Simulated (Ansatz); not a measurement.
**CaF2: pressure series**

The reference is CaF2 in the fluorite structure (space group Fm-3m, No. 225; a = 5.511 Å).

Cell and atoms are relaxed at each pressure.

The values are results of plane-wave PAW DFT at the PBE level (Ansatz, a first-principles code, 420 eV), scalar-relativistic without spin-orbit coupling, not measurements.

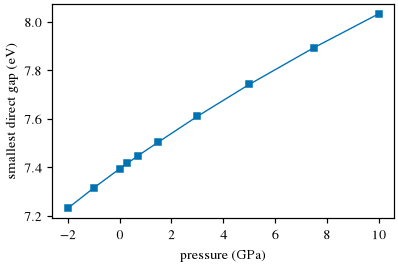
Figure. Smallest direct gap against pressure

| pressure (GPa) | smallest direct gap |
|---|---|
| -2 | 7.23 eV |
| -1 | 7.31 eV |
| 0.3 | 7.42 eV |
| 0.7 | 7.45 eV |
| 1.5 | 7.50 eV |
| 3 | 7.61 eV |
| 5 | 7.74 eV |
| 7.5 | 7.89 eV |
| 10 | 8.03 eV |

Load acts through the strain it causes; cell and atoms are relaxed under it. Whether these cells are dynamically stable was not tested. No other phases were tried under pressure.
